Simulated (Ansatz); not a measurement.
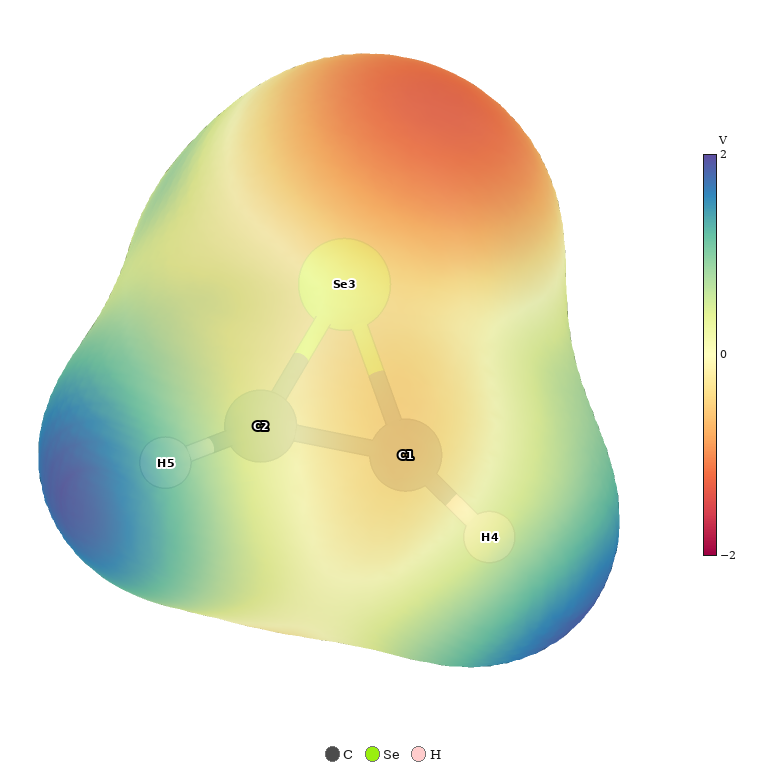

*C$_{2}$H$_{2}$Se (SMILES C1=C[Se]1). The electrostatic potential painted on the density surface at 0.002 e/bohr³, seen at a tilt; the colour scale runs from red (negative) to blue (positive).*

The fields and orbitals are those of the mean-field reference, not of the correlated method.

Method: CCSD_T, Gaussian basis in Ansatz.

```xyz
5

C    -0.5101   -0.4330   -0.2931
C     0.4485    0.5218    0.2123
Se    0.6914   -1.2023    0.6651
H    -1.3922   -0.4990   -0.8892
H     0.8123    1.5388    0.2636
```

Question: Describe the electrostatic potential map.

Answer: The most negative region (about −1.3 V, or −30 kcal/mol for a unit charge) lies over Se3, the most positive (about +1.9 V, or +44 kcal/mol for a unit charge) over H4 and H5.
